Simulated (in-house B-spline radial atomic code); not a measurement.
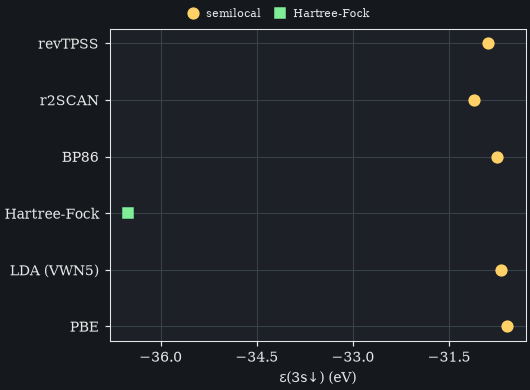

The chlorine ion Cl⁺; electrons: [Ne] 3s2 3p4 (high spin). All runs are non-relativistic, spin-polarised and spherical, computed with an in-house B-spline radial code. Hartree-Fock is the average over the configuration. The plot shows the eigenvalue (eV) of the 3s down orbital by 6 methods.

**Rank the methods.**

The deepest is Hartree-Fock (−36.5) and the shallowest PBE (−30.6), a spread of 5.91 eV. In order (eV): Hartree-Fock (−36.5), r2SCAN (−31.1), revTPSS (−30.9), BP86 (−30.7), LDA (VWN5) (−30.7), PBE (−30.6). On the whole, exact exchange removes self-interaction and deepens occupied levels.
